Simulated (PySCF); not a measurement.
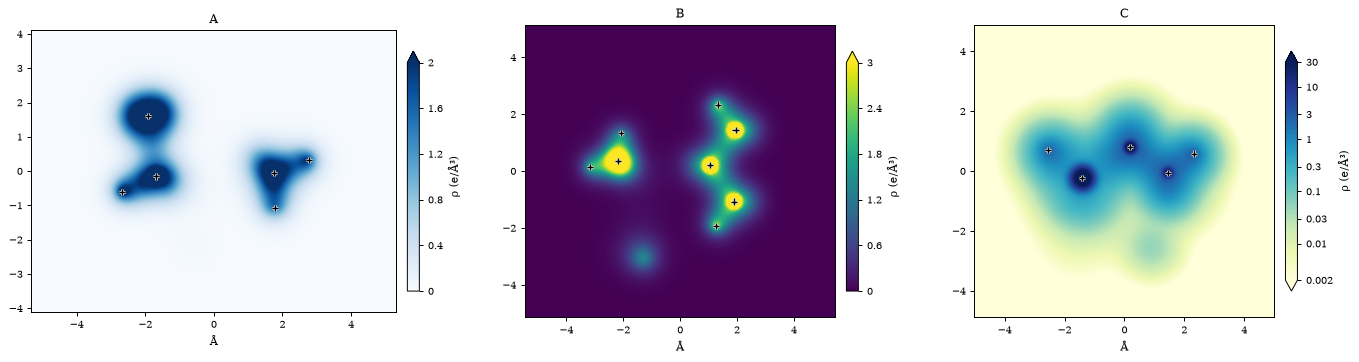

The total electron density of 3 systems, each on a plane through atoms (crosses mark nuclei in the plane).

These are results of PySCF 2.14.0, PBE0/pcSseg-1, SCF density, gas phase, non-relativistic, not measurements.

System 1: C4H14Si3, the plane of atoms C6, Si7 and H20. Geometry: GFN2-xTB.

```json
{"atom": "Si", "x (Å)": "2.8176", "y (Å)": "-0.8033", "z (Å)": "0.2903"}
{"atom": "Si", "x (Å)": "1.2677", "y (Å)": "0.7773", "z (Å)": "-0.4197"}
{"atom": "C", "x (Å)": "0.0299", "y (Å)": "-0.0555", "z (Å)": "-1.6266"}
{"atom": "C", "x (Å)": "-0.9747", "y (Å)": "-0.9698", "z (Å)": "-0.9245"}
{"atom": "C", "x (Å)": "-1.9958", "y (Å)": "-0.2438", "z (Å)": "-0.0435"}
{"atom": "C", "x (Å)": "-1.4596", "y (Å)": "0.2258", "z (Å)": "1.3097"}
{"atom": "Si", "x (Å)": "-0.1883", "y (Å)": "1.6406", "z (Å)": "1.1650"}
{"atom": "H", "x (Å)": "3.5909", "y (Å)": "-1.4316", "z (Å)": "-0.7862"}
{"atom": "H", "x (Å)": "3.7938", "y (Å)": "-0.2134", "z (Å)": "1.2104"}
{"atom": "H", "x (Å)": "2.1848", "y (Å)": "-1.9100", "z (Å)": "1.0186"}
{"atom": "H", "x (Å)": "1.9443", "y (Å)": "1.8240", "z (Å)": "-1.2183"}
{"atom": "H", "x (Å)": "-0.5209", "y (Å)": "0.7062", "z (Å)": "-2.1826"}
{"atom": "H", "x (Å)": "0.5688", "y (Å)": "-0.6442", "z (Å)": "-2.3727"}
{"atom": "H", "x (Å)": "-0.4397", "y (Å)": "-1.7084", "z (Å)": "-0.3197"}
{"atom": "H", "x (Å)": "-1.5305", "y (Å)": "-1.5243", "z (Å)": "-1.6882"}
{"atom": "H", "x (Å)": "-2.3961", "y (Å)": "0.6124", "z (Å)": "-0.5937"}
{"atom": "H", "x (Å)": "-2.8309", "y (Å)": "-0.9298", "z (Å)": "0.1335"}
{"atom": "H", "x (Å)": "-1.0082", "y (Å)": "-0.6262", "z (Å)": "1.8232"}
{"atom": "H", "x (Å)": "-2.3050", "y (Å)": "0.5369", "z (Å)": "1.9264"}
{"atom": "H", "x (Å)": "0.3704", "y (Å)": "1.8950", "z (Å)": "2.5002"}
{"atom": "H", "x (Å)": "-0.9275", "y (Å)": "2.8592", "z (Å)": "0.7979"}
```

System 2: C4H16N2OSi2, the plane of atoms C8, C7 and C9. Geometry: GFN2-xTB.

```csv
atom,x (Å),y (Å),z (Å)
C,3.1694,1.0216,-0.8538
N,1.7313,1.0538,-0.8975
Si,0.7803,0.2180,0.2804
N,0.7123,1.0381,1.8101
Si,1.4130,-1.9399,0.7798
O,-0.6702,0.3670,-0.4400
C,-1.9138,0.0679,0.1302
C,-2.3010,-1.3751,-0.1850
C,-2.9426,1.0486,-0.4266
H,3.5913,0.0822,-1.2345
H,3.4893,1.1347,0.1808
H,3.5845,1.8466,-1.4360
H,1.3828,1.0512,-1.8442
H,1.5316,1.0594,2.3947
H,0.2608,1.9407,1.8384
H,1.2570,-2.8769,-0.3449
H,2.8322,-2.0338,1.1559
H,0.6706,-2.5623,1.8873
H,-1.8475,0.1930,1.2197
H,-2.3236,-1.5196,-1.2627
H,-1.5713,-2.0589,0.2420
H,-3.2824,-1.5994,0.2245
H,-3.0159,0.9301,-1.5050
H,-2.6331,2.0680,-0.2115
H,-3.9161,0.8692,0.0215
```

System 3: C3H10ClFSi2, the plane of atoms Cl7, C6 and H17. Geometry: GFN2-xTB.

```xyz
17

C    -0.7201   -1.4058   -0.4551
C    -0.6265    0.1243   -0.5106
Si   -2.1848    0.9221    0.2588
Si    0.9575    0.7737    0.2997
F     0.8427    0.5697    1.9045
C     2.5019   -0.2466   -0.1653
Cl    2.8043   -0.1184   -1.9196
H     0.0921   -1.8710   -1.0117
H    -0.6761   -1.7580    0.5736
H    -1.6592   -1.7486   -0.8870
H    -0.6028    0.4150   -1.5651
H    -2.2799    0.5719    1.6741
H    -3.3569    0.4053   -0.4549
H    -2.1068    2.3745    0.0961
H     1.2097    2.1940    0.1183
H     2.3987   -1.3066    0.0564
H     3.3990    0.1166    0.3310
```

**Which map belongs to which system?**

Panel A is system 3, C3H10ClFSi2: the plane holds C, Cl and H. C–Cl (1.78 Å): the density is about 1.3 e/Å³ at the midpoint. Panel B is system 2, C4H16N2OSi2: the plane holds N, C and H. C–C (1.53 Å): ρ is about 1.7 e/Å³ halfway. Panel C is system 1, C4H14Si3: the plane holds C, Si and H. C–C (1.53 Å): ρ is about 1.6 e/Å³ halfway.
